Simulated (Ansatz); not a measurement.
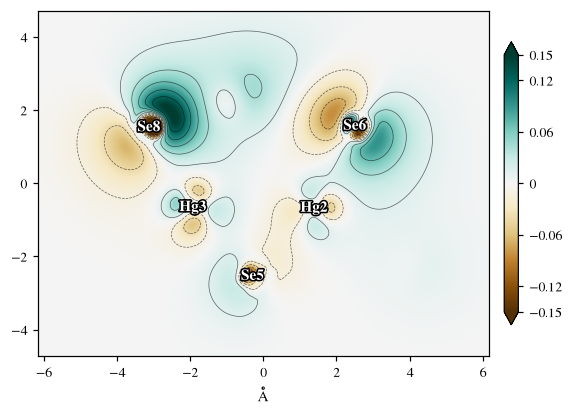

Figure 1: Hg₃Se₄···Hg. The HOMO−1 on the plane of atoms Hg2, Se5 and Hg3 (values in Å⁻³ᐟ²; the overall sign is arbitrary).

Geometry: r2SCAN-D4/def2-SVP; core potentials replace the inner electrons of Hg.

Computed with RKS PBE0-D4/def2-TZVP in Ansatz 0.2.0.

Input file:

```
crystal:
  periodic: [false, false, false]
  atoms:
    - {symbol: Hg, position_ang: [-0.564366, 1.992493, 1.534753]}
    - {symbol: Hg, position_ang: [0.134267, -1.272571, -0.506175]}
    - {symbol: Hg, position_ang: [0.366894, 1.839226, -1.614472]}
    - {symbol: Hg, position_ang: [0.836681, -4.323505, -1.170896]}
    - {symbol: Se, position_ang: [0.165618, -0.326777, -2.825740]}
    - {symbol: Se, position_ang: [0.170674, -1.564793, 1.985035]}
    - {symbol: Se, position_ang: [-1.561431, -0.052183, 2.563219]}
    - {symbol: Se, position_ang: [0.451653, 3.708110, 0.034286]}
basis:
  gaussian: {orbitals: def2-TZVP, initial_orbitals: start.molden}
hamiltonian: {xc: pbe0, dispersion: d4}
scf: {omitted_lower_state_checks: [starts]}
output: {forces: true, orbitals: {seedname: orbitals}}
```

Command:

```sh
ansatz run in.yaml --threads 4 --pin off --events-out ev --progress --plain --max-ram 6963MiB
```

**Describe this orbital and give its energy.**

Its weight (Hirshfeld) is mainly on Se8 (about 40 %) and Se5 (about 40 %). Its energy is −6.81 eV.
